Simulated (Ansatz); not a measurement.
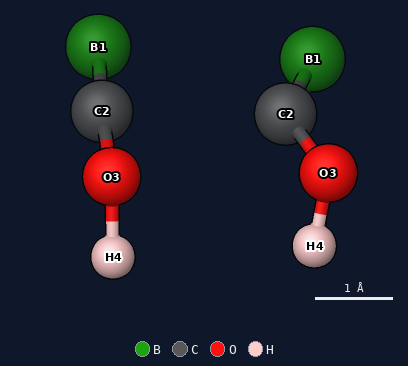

Two geometries of CHBO, drawn at one scale. One is the start of a relaxation, the other its converged end. A ball-and-stick model, seen from a free direction.

Computed with RKS PBE-D4/def2-SVP in Ansatz. (force threshold 0.03 eV/Å; at most 250 steps)

Question: Which of the two is the end point?

Answer: The right one is the relaxed one. It is one of the separated reactants of a reaction. Over 5 geometry steps the energy falls by 74.6 kJ/mol. The largest force component goes from 2 to 0.027 eV/Å. C2 moves most after the best rigid fit: 0.27 Å. Largest moves by element: C 0.27 Å, B 0.25 Å, O 0.20 Å, H 0.17 Å. Among the contacts that change: B1–C2 1.571 → 1.467 Å, O3–H4 1.069 → 0.989 Å, C2–O3 1.343 → 1.298 Å. Among the angles between lasting bonds that change: B1–C2–O3 171.9° → 139.1°, C2–O3–H4 118.7° → 111.0°. The run took 2.6 s on 2 threads of Intel Xeon Platinum 8488C (shared host).
